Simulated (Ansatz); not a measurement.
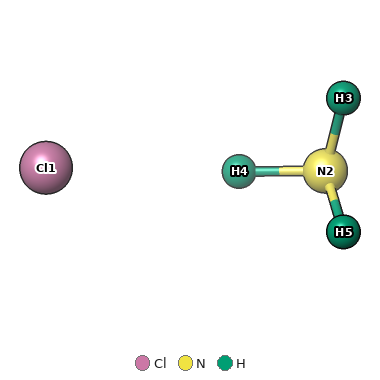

The system is the pair Cl···H₃N, charge −1; the picture shows the reference structure. The turn is about an axis along (−0.90, −0.42, −0.05) in the frame of the relaxed pair, normal to the line between the partners. The first coordinate is: distance H4···Cl1; the second: turn of Cl1 about H4. The grid has 15 × 15 points. Points are written as (first, second). Energies are in cm⁻¹, from the ion and the molecule far apart, frozen as in the relaxed pair, each in its own basis (no counterpoise correction). All numbers below come from Ansatz, RKS PBE0-D4/def2-TZVPD.

Its coordinates:

```tsv
atom	x (Å)	y (Å)	z (Å)
Cl	0.2506	-0.2507	-2.5270
N	0.0361	-0.1687	0.8177
H	0.5025	0.7168	0.9896
H	0.1653	-0.3306	-0.1932
H	-0.9545	0.0333	0.9129
```

Range: distance H4···Cl1 from 1.963 to 4.563 Å; turn of Cl1 about H4 from −60.0 to 60.0°.

Question: What landscape does the calculation give?

Answer: The lowest grid point is at (2.413 Å, 0.0°), −3273 cm⁻¹ from the ion and the molecule far apart, frozen as in the relaxed pair, each in its own basis (no counterpoise correction). No other kind of well shows on this grid. The highest grid point, (1.963 Å, −60.0°), lies 9218 cm⁻¹ above the lowest. Round the minimum the valley is somewhat tilted: raising distance H4···Cl1 shifts the best value of turn of Cl1 about H4 downwards (coupling k₁₂/√(k₁₁k₂₂) about 0.3).

| turn of Cl1 about H4 ↓, distance H4···Cl1 → | 1.963 | 2.027 | 2.133 | 2.264 | 2.413 | 2.578 | 2.757 | 2.948 | 3.151 | 3.363 | 3.586 | 3.818 | 4.058 | 4.307 | 4.563 |
| --- | --- | --- | --- | --- | --- | --- | --- | --- | --- | --- | --- | --- | --- | --- | --- |
| 60.0 | 1452 | 806 | 39 | −532 | −854 | −971 | −948 | −843 | −700 | −551 | −412 | −292 | −193 | −115 | −54 |
| 51.4 | 209 | −318 | −922 | −1339 | −1531 | −1545 | −1441 | −1273 | −1080 | −891 | −718 | −569 | −445 | −344 | −264 |
| 42.9 | −739 | −1183 | −1672 | −1978 | −2078 | −2016 | −1852 | −1636 | −1404 | −1183 | −983 | −810 | −666 | −546 | −448 |
| 34.3 | −1446 | −1833 | −2243 | −2475 | −2510 | −2395 | −2188 | −1937 | −1676 | −1430 | −1209 | −1017 | −855 | −720 | −609 |
| 25.7 | −1944 | −2296 | −2659 | −2844 | −2839 | −2690 | −2455 | −2180 | −1898 | −1635 | −1397 | −1191 | −1016 | −869 | −747 |
| 17.1 | −2251 | −2588 | −2930 | −3095 | −3072 | −2907 | −2657 | −2368 | −2074 | −1799 | −1550 | −1333 | −1149 | −993 | −862 |
| 8.6 | −2378 | −2719 | −3066 | −3236 | −3215 | −3050 | −2798 | −2506 | −2207 | −1925 | −1670 | −1447 | −1257 | −1094 | −957 |
| 0.0 | −2328 | −2692 | −3072 | −3270 | −3273 | −3125 | −2883 | −2596 | −2300 | −2018 | −1761 | −1536 | −1341 | −1175 | −1034 |
| −8.6 | −2098 | −2506 | −2945 | −3200 | −3248 | −3134 | −2916 | −2645 | −2358 | −2082 | −1827 | −1602 | −1407 | −1239 | −1096 |
| −17.1 | −1672 | −2149 | −2681 | −3023 | −3142 | −3082 | −2902 | −2657 | −2387 | −2121 | −1873 | −1650 | −1457 | −1289 | −1145 |
| −25.7 | −1019 | −1595 | −2262 | −2731 | −2953 | −2971 | −2847 | −2639 | −2393 | −2143 | −1903 | −1687 | −1496 | −1329 | −1186 |
| −34.3 | −78 | −796 | −1657 | −2305 | −2673 | −2801 | −2754 | −2598 | −2385 | −2155 | −1927 | −1717 | −1530 | −1365 | −1222 |
| −42.9 | 1250 | 330 | −804 | −1707 | −2280 | −2562 | −2623 | −2539 | −2371 | −2167 | −1954 | −1751 | −1567 | −1403 | −1259 |
| −51.4 | 3150 | 1938 | 408 | −861 | −1730 | −2232 | −2446 | −2462 | −2356 | −2187 | −1992 | −1796 | −1614 | −1449 | −1303 |
| −60.0 | 5945 | 4303 | 2187 | 373 | −932 | −1759 | −2198 | −2360 | −2342 | −2222 | −2050 | −1863 | −1680 | −1511 | −1360 |

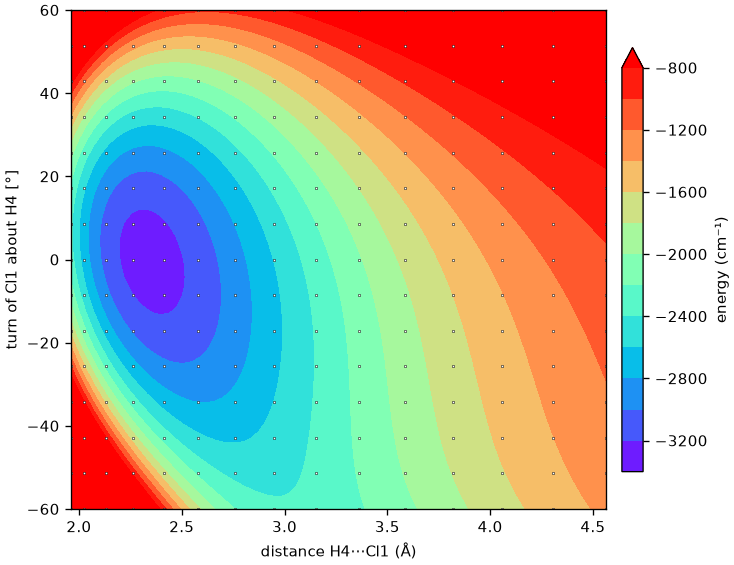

In the figure: filled contours, dots at the grid points, one colour for all values above the top of the scale. Between grid points the surface is interpolated.

The whole map (225 points run) took 3.8 min on 1 thread of Intel(R) Xeon(R) 6975P-C (Granite Rapids) (shared host).
